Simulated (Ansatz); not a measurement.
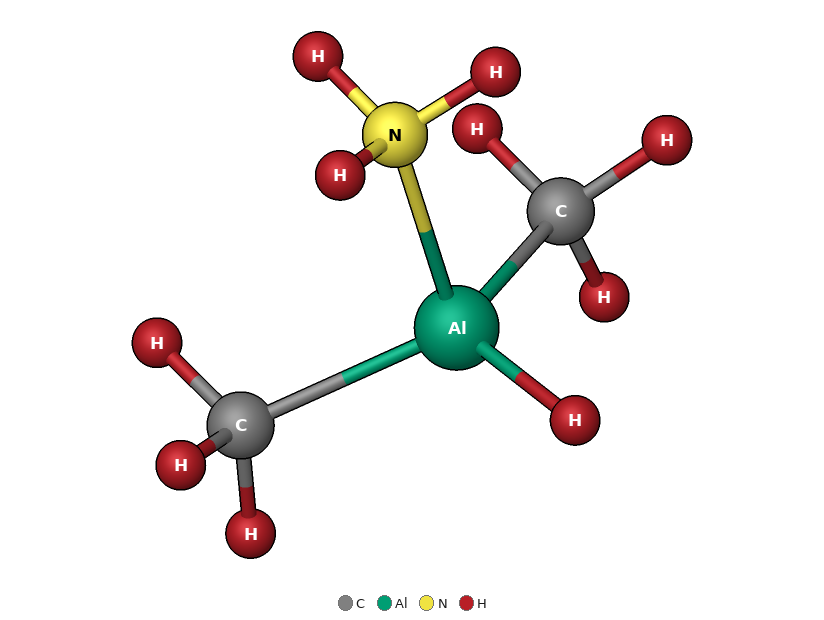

Harmonic vibrations computed with RKS PBE0-D4/def2-TZVP (Ansatz 0.2.0) at a stationary point of the same level.

Q: Is this a minimum or a saddle point?

A: A minimum: no imaginary frequency, and the lowest mode lies at 91 cm⁻¹.

Q: How many vibrational modes are there, and where do they lie?

A: 36 modes: 91, 111, 116, 139, 150, 177, 401, 447, 487, 527, 559, 619, 678, 679, 726, 743, 772, 1215, 1216, 1235, 1441, 1448, 1449, 1454, 1650, 1653, 1814, 3018, 3019, 3091, 3092, 3097, 3097, 3487, 3606, 3607 cm⁻¹.
